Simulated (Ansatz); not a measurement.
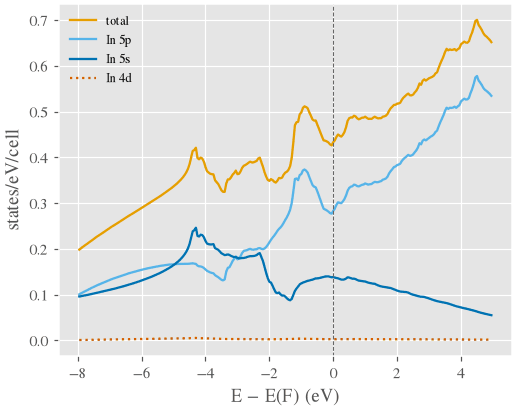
Figure. Total and projected density of states of In (body-centred tetragonal, space group No. 139), the program Ansatz at the PBEsol level (PAW)

Task: Which orbitals carry the states next to the Fermi level?

Result: Within 0.5 eV of the Fermi level: In 5p 67 %, In 5s 31 %. Projections are on Löwdin-orthogonalised atomic valence shells; empty p or d shells of many metals are not among them.

Task: Where is the tallest occupied peak in this window, and what makes it?

Result: Near -0.9 eV, about 0.51 states/eV per cell; the largest projected share is In 5p.

Space group I4/mmm (body-centred tetragonal). Its axis ratio c/a = 1.33 departs by over 6 % from that of the usual cell of this phase: another minimum, or an error of the functional. Symmetry was held in the PBEsol relaxation; its stability against distortions is not shown here. Spin–orbit coupling is left out wherever it is not named.

Potentials: the earlier of the program's two PAW sets. The files were generated under PBE; for other functionals the program regenerates the frozen cores, and for LDA and PBEsol the local potential too.
